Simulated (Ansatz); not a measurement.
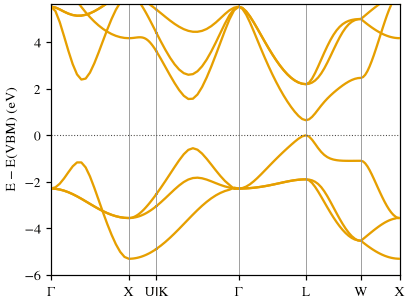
*Band structure from plane-wave PAW r²SCAN+D4 (Ansatz code)*

### Question
Read off the gap and where the band edges lie.

### Answer
About 0.6 eV (0.65 eV by a search for the band edges); maximum at L, minimum at L.

The material is PbS (rock salt, Fm-3m).

The cell was relaxed with r²SCAN+D4 under the symmetry of its start. Spin–orbit coupling is left out wherever it is not named.

Potentials: the later of the program's two PAW sets.
